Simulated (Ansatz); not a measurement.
System: H₂B (cation, charge +1), singlet: map of symmetric stretch and bend. Scanned: B-H bond length and H-B-H angle.

Method: CCSDT on RHF/def2-TZVP, frozen core run with Ansatz (a quantum-chemistry and plane-wave program).

Energy in kJ/mol above the lowest grid point; x is the B-H bond length (Å), y the H-B-H angle (°).

| y \ x | 0.99 | 1.06 | 1.11 | 1.17 | 1.23 | 1.30 | 1.36 | 1.41 | 1.45 | 1.53 | 1.58 |
|---|---|---|---|---|---|---|---|---|---|---|---|
| 180 | 125.7 | 43.3 | 12.9 | 0.0 | 6.4 | 31.5 | 63.7 | 95.6 | 123.6 | 183.4 | 222.3 |
| 168.44 | 130.4 | 47.8 | 17.4 | 4.3 | 10.5 | 35.4 | 67.4 | 99.2 | 127.0 | 186.6 | 225.3 |
| 160.57 | 138.8 | 56.1 | 25.5 | 12.1 | 18.1 | 42.6 | 74.2 | 105.7 | 133.3 | 192.5 | 230.9 |
| 152.13 | 152.9 | 69.8 | 38.8 | 25.0 | 30.5 | 54.4 | 85.4 | 116.5 | 143.7 | 202.1 | 240.0 |
| 138.34 | 187.5 | 103.3 | 71.5 | 56.6 | 60.8 | 83.3 | 113.0 | 142.9 | 169.2 | 225.7 | 262.4 |
| 131.22 | 211.4 | 126.3 | 93.9 | 78.2 | 81.7 | 103.1 | 131.9 | 161.0 | 186.7 | 241.9 | 277.8 |
| 120.05 | 257.6 | 171.0 | 137.4 | 120.2 | 122.0 | 141.4 | 168.4 | 196.1 | 220.5 | 273.1 | 307.3 |
| 111.58 | 300.3 | 212.3 | 177.6 | 158.9 | 159.2 | 176.8 | 202.2 | 228.4 | 251.7 | 302.0 | 334.6 |
| 98.01 | 384.1 | 293.3 | 256.4 | 235.1 | 232.5 | 246.5 | 268.7 | 292.2 | 313.2 | 358.7 | 388.3 |
| 91.40 | 432.3 | 340.0 | 302.0 | 279.1 | 274.9 | 287.0 | 307.4 | 329.2 | 348.9 | 391.7 | 419.5 |
| 77.71 | 548.2 | 452.9 | 412.4 | 386.3 | 378.6 | 386.2 | 402.4 | 420.4 | 436.9 | 472.6 | 495.3 |
| 70 | 622.9 | 525.8 | 484.0 | 456.0 | 446.2 | 450.9 | 464.2 | 479.5 | 493.3 | 522.7 | 540.5 |

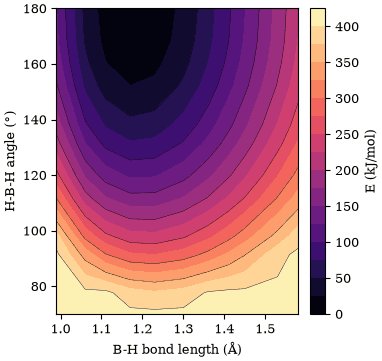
Figure. Energy surface, cut off at 406 kJ/mol.

Points that lie below all their neighbours on the grid: x = 1.17, y = 180 on the edge of the grid (0.0 kJ/mol).
